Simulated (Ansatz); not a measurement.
## Electronic structure of FGeH2Si (charge +1) in real space

```yaml
atoms:
  - { symbol: F, position_ang: [-1.9345, -0.4984, -0.1058] }
  - { symbol: Ge, position_ang: [0.9887, 1.2954, -0.3978] }
  - { symbol: Si, position_ang: [-0.3335, -0.6954, -0.0537] }
  - { symbol: H, position_ang: [0.0669, -2.1320, -0.2342] }
  - { symbol: H, position_ang: [0.2857, 0.1387, -1.5738] }
```

Geometry: PBE-D3(BJ)/def2-SVP.

The calculation used Ansatz, isolated molecule in a Gaussian basis; Kohn-Sham density functional theory, functional PBE0.

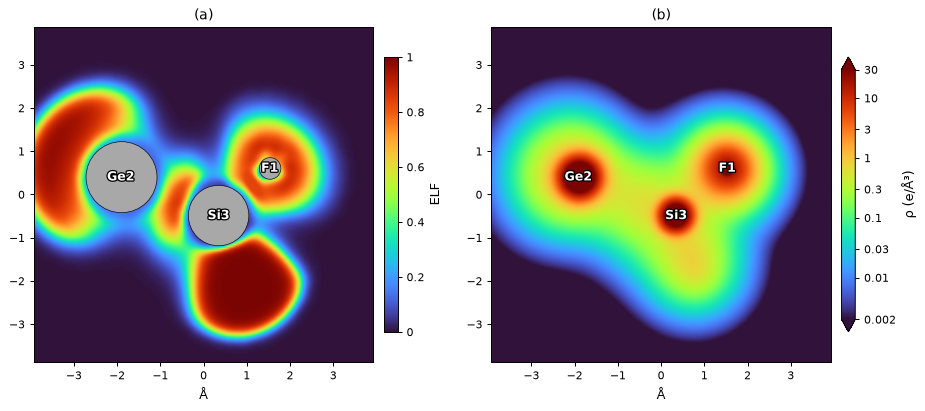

Figure 1. (a) electron localisation function; (b) electron density on the plane of atoms F1, Si3 and Ge2. Grey discs cover the atomic cores in the ELF map.

Describe what can be read from this map.

The plane passes through F, Ge and Si nuclei. Si–F (1.61 Å): ρ at the midpoint is about 1.1 e/Å³; the ELF peaks at about 0.85 in the valence shell of F, 0.6 Å from its nucleus, and is about 0.40 at the midpoint. Si–Ge (2.41 Å): ρ at the midpoint is about 0.53 e/Å³; the ELF peaks at about 0.85 between the atoms: a covalent bond. The ELF also peaks beside F1, away from the bonds: lone-pair regions.

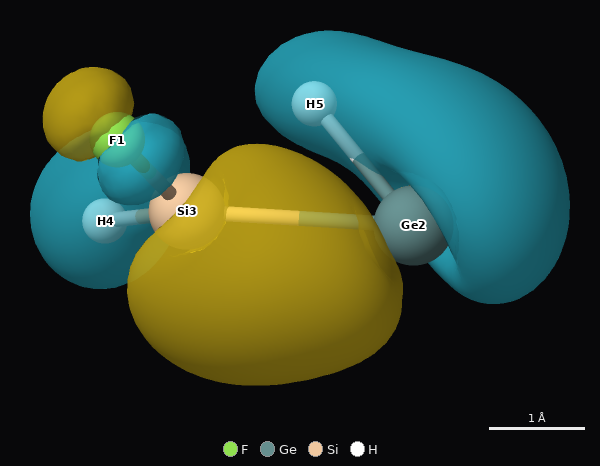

Figure 2. One frontier orbital at ±0.1 Å⁻³ᐟ² (yellow and cyan are the two phases), seen from one side.

Which orbital is it: HOMO or LUMO?

The HOMO, at −13.28 eV. By Hirshfeld shares it lies mainly on Ge2 (about 45 %), Si3 (about 35 %), H4 (about 5 %) and H5 (about 5 %).

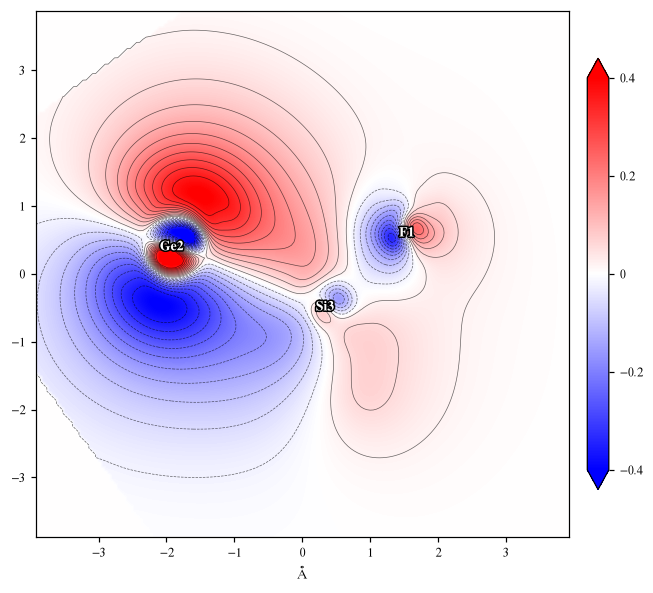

Figure 3. The LUMO on the plane of atoms F1, Si3 and Ge2 (values in Å⁻³ᐟ²; the overall sign is arbitrary).

Where does this orbital lie, and at what energy?

Its weight (Hirshfeld) is mainly on Ge2 (about 80 %) and Si3 (about 15 %). Its energy is −9.62 eV.
